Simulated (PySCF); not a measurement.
# C6H8PSi (SMILES C=Cc1[p-]ccc1[SiH3]) (charge −1): what the fields show

| atom | x (Å) | y (Å) | z (Å) |
| --- | --- | --- | --- |
| C | -1.5223 | 2.5058 | 0.2016 |
| C | -1.1804 | 1.2220 | 0.0673 |
| C | 0.1426 | 0.6795 | 0.1362 |
| P | 1.5981 | 1.6183 | 0.4675 |
| C | 2.5530 | 0.1661 | 0.3458 |
| C | 1.8000 | -0.9531 | 0.0692 |
| C | 0.4273 | -0.6909 | -0.0540 |
| Si | -0.8145 | -2.0054 | -0.4294 |
| H | -0.7704 | 3.2574 | 0.3809 |
| H | -2.5469 | 2.8426 | 0.1374 |
| H | -1.9652 | 0.4886 | -0.1154 |
| H | 3.6277 | 0.1654 | 0.4781 |
| H | 2.2259 | -1.9441 | -0.0428 |
| H | -1.5809 | -1.8102 | -1.6816 |
| H | -0.1565 | -3.3175 | -0.5858 |
| H | -1.8451 | -2.2157 | 0.6136 |

Geometry: GFN2-xTB.

Level of theory: PySCF, CAM-B3LYP/def2-SVPD, SCF density, gas phase.

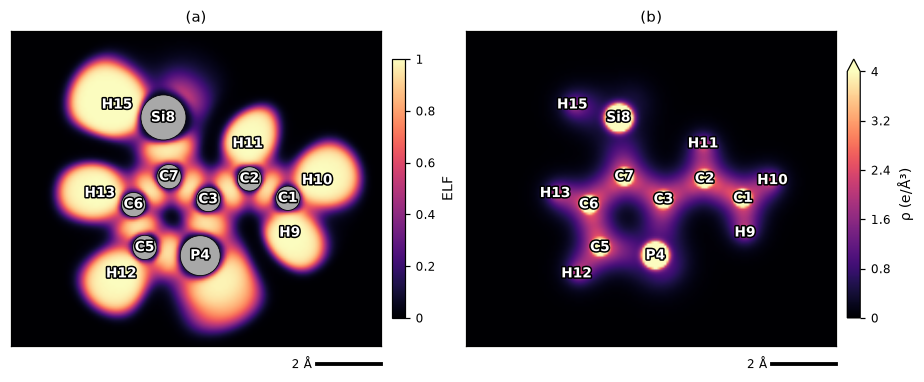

Figure 1. (a) ELF; (b) total electron density on the plane of atoms C2, C1 and H9. Grey discs cover the atomic cores in the ELF map.

Q: Interpret the plot.

A: The plane passes through C, P, Si and H nuclei.
C–C (1.34 Å): ρ at the midpoint is about 2.3 e/Å³; the ELF peaks at about 0.95 between the atoms; a multiple bond.
C–P (1.74 Å): the density is about 1.3 e/Å³ at the midpoint; the ELF peaks at about 0.95 between the atoms; localised, covalent bonding.
C–Si (1.85 Å): the density is about 0.99 e/Å³ at the midpoint; the ELF peaks at about 0.95 between the atoms; a covalent bond.
C–H (1.08 Å): ρ is about 2 e/Å³ halfway; the ELF climbs to about 1 towards the hydrogen, as it does in any bond to H; a covalent bond by its length.
C–C (1.38 Å): ρ at the midpoint is about 2.1 e/Å³; the ELF peaks at about 0.95 between the atoms (a covalent bond).
The ELF also peaks beside P4, away from the bonds: lone-pair regions.

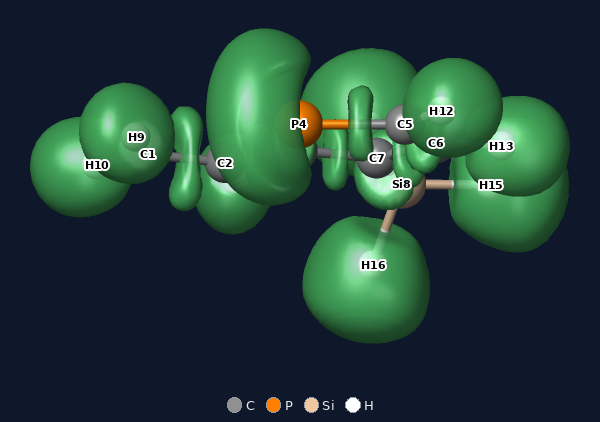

Figure 2. Isosurface of the electron localisation function at 0.85 (green), seen from one side. Only the valence region is drawn (cores and ρ < 0.01 e/Å³ removed).

Q: Describe the localisation domains.

A: The surface consists of five regions between bonded C–C atoms (shared pairs), two regions between bonded C–P atoms (shared pairs), one region between bonded C–Si atoms (shared pairs), eight regions around hydrogen nuclei and one lobe on P, pointing away from the bonds (lone pairs).
